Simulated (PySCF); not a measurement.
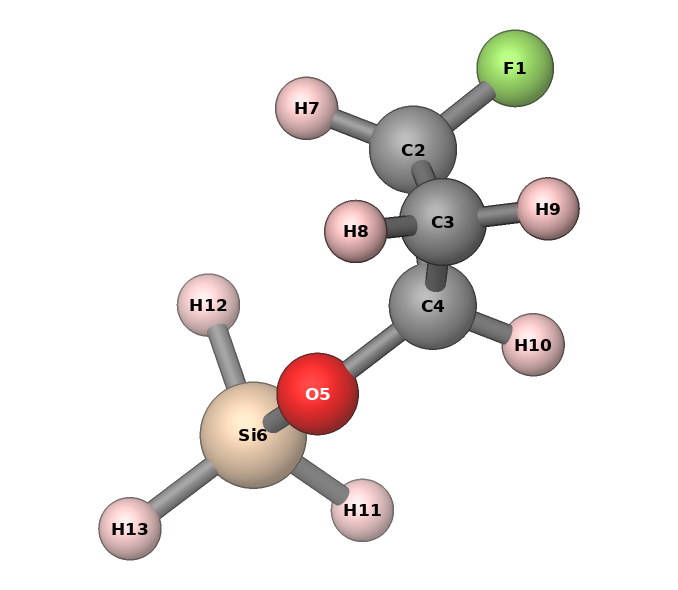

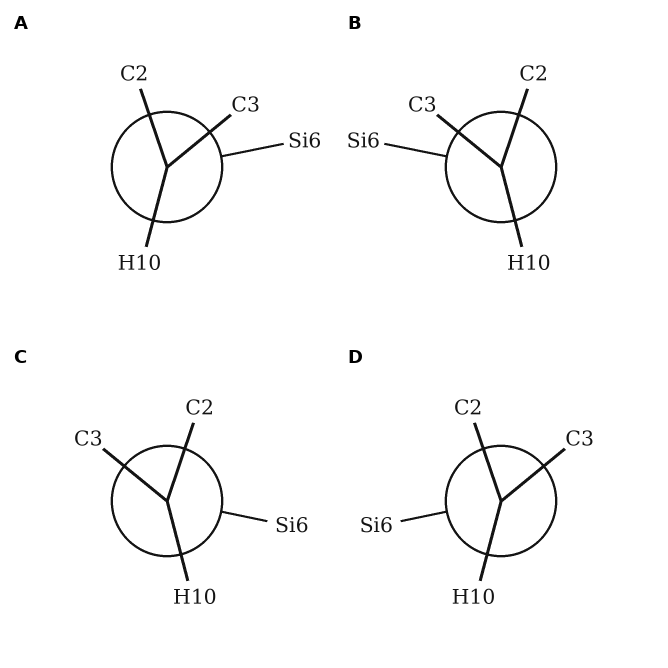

Atoms fade into the background with distance from the viewer. Bonds that would overlap in a projection are set slightly apart. The geometry was computed by an optimisation with PBE0-D3(BJ)/def2-SVP. No frequency run is at hand to confirm it as a minimum.

Question: Which Newman projection shows the view along C4–O5, with C4 in front?

Answer: C. The torsion angle C2–C4–O5–Si6 is 82°, about perpendicular.
